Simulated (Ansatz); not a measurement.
```xyz
7

F     0.9394   -1.8156   -0.8823
B     0.2345   -0.9155   -0.2545
N    -0.1027   -0.6961    1.1670
C    -0.3212    0.4864    0.6970
N    -0.3242    0.3762   -0.7131
H    -0.4715    1.4206    1.2426
H     0.1068    1.0761   -1.3022
```

Geometry: PBE0-D4/def2-TZVP.

Method: RKS PBE0-D4/def2-TZVPP in Ansatz.

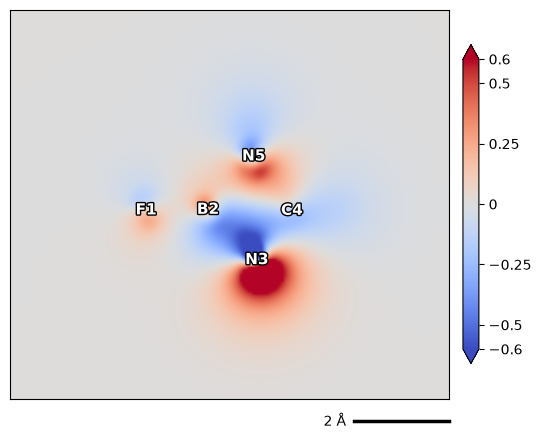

CH2BFN2. The HOMO−1 on the plane of atoms N3, B2 and N5 (values in Å⁻³ᐟ²; the overall sign is arbitrary).

Where does this orbital lie, and at what energy?

Answer. Its weight (Hirshfeld) is mainly on N3 (about 65 %), C4 (about 10 %), B2 (about 10 %) and N5 (about 10 %); largely a lone pair of N3. Its energy is −8.33 eV.
